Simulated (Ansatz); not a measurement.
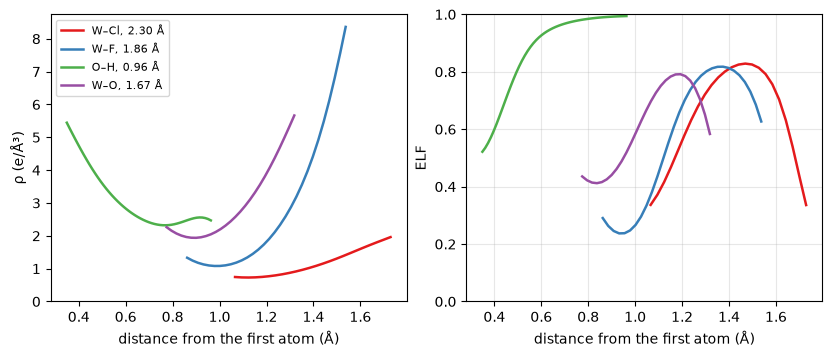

ClF$_{2}$HO$_{2}$W (SMILES [O]=[W]([OH])([F])([F])[Cl]). Electron density and electron localisation function along straight lines between neighbouring atoms. The curves leave out the atomic cores.

Geometry: PBE0-D4/def2-SVP; core potentials replace the inner electrons of W.

Computed with isolated molecule in a Gaussian basis; Kohn-Sham density functional theory, functional PBE0 (Ansatz 0.2.0).

```xyz
7

Cl    0.2379    1.7757    1.0441
F     0.4229   -1.1632   -1.6328
F    -0.5008    1.1257   -1.6206
O    -1.7543   -0.5860    0.1672
O     0.8326   -1.1109    0.9120
W    -0.2079   -0.0876   -0.2370
H     1.7608   -1.2896    1.0946
```

> Compare the contacts.

W–Cl (2.30 Å): ρ at the midpoint is about 0.74 e/Å³; the ELF peaks at about 0.85 in the valence shell of Cl, 0.8 Å from its nucleus, and is about 0.45 at the midpoint.
W–F (1.86 Å): the density is about 1.1 e/Å³ at the midpoint; the ELF peaks at about 0.80 in the valence shell of F, 0.5 Å from its nucleus, and drops to about 0.25 between the two atoms.
O–H (0.96 Å): the density is about 3.8 e/Å³ at the midpoint; the ELF climbs to about 1 towards the hydrogen, as it does in any bond to H; an ordinary covalent bond to hydrogen.
W–O (1.67 Å): the density is about 2 e/Å³ at the midpoint; the ELF peaks at about 0.80 in the valence shell of O, 0.5 Å from its nucleus, and drops to about 0.40 between the two atoms.
